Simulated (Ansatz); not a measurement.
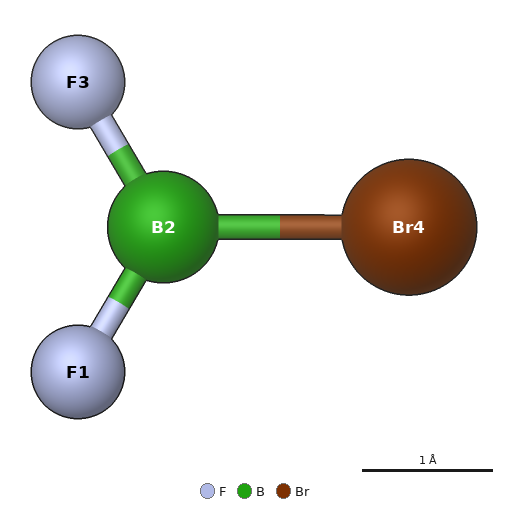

Orthographic view. Depth is shown by fading: the farther an atom, the more it takes the colour of the background. Computed geometry: PBE0-D4/def2-TZVP optimisation.

Write a MOL file (V2000) with the atoms in numerical order, bonds sorted by atom number with the orders drawn, and coordinates in the frame of the picture: x right, y up, z towards the viewer, origin at the mean position.

```
BBrF2
                    3D

  4  3  0  0  0  0  0  0  0  0999 V2000
   -0.8100   -1.1200    0.1200 F   0  0  0  0  0  0  0  0  0  0  0  0
   -0.1400    0.0000    0.0000 B   0  0  0  0  0  0  0  0  0  0  0  0
   -0.8100    1.1200   -0.1100 F   0  0  0  0  0  0  0  0  0  0  0  0
    1.7600   -0.0000   -0.0100 Br  0  0  0  0  0  0  0  0  0  0  0  0
  1  2  1  0
  2  3  1  0
  2  4  1  0
M  END
```
